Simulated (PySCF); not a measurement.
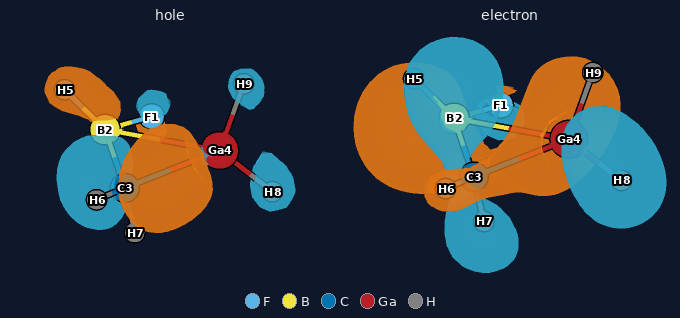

CH5BFGa, SMILES `FB[CH2][GaH2]`. Leading natural transition orbital pair of S₃ (TDA singlet states); the surfaces enclose about 70 % of each orbital's density.

Computed with PySCF, BHandHLYP/def2-SVPD, geometry: GFN2-xTB. No frequency check shows the geometry to be a minimum. GFN2-xTB bond lengths at metals and heavier atoms can be off by up to 0.1 Å and shapes distorted, which carries into these values.

Geometry (Å), atoms numbered from 1:

```
F1       1.1931   -1.1112   -0.2586
B2       1.6637    0.0786    0.2938
C3       0.8260    1.2628   -0.1565
Ga4     -0.8154   -0.0156    0.0476
H5       2.4741   -0.0481    1.1257
H6       0.9871    2.2361    0.2983
H7       0.7457    1.3774   -1.2448
H8      -1.6108   -0.4053   -1.2445
H9      -1.3293   -0.6454    1.3882
```

**Give its energy and the atoms that hole and electron lie on.**

6.49 eV (191 nm), f = 0.047, partly diffuse acceptor orbital; the leading pair carries 95 %; hole on C3 (41 %), Ga4 (19 %) and B2 (16 %), electron on B2 (33 %), Ga4 (31 %) and C3 (8 %) (atom shares of so diffuse an orbital are rough); their centroids lie 0.5 Å apart. In canonical orbitals it is mainly HOMO → LUMO+1 (86 %). The HOMO–LUMO gap is 8.52 eV.
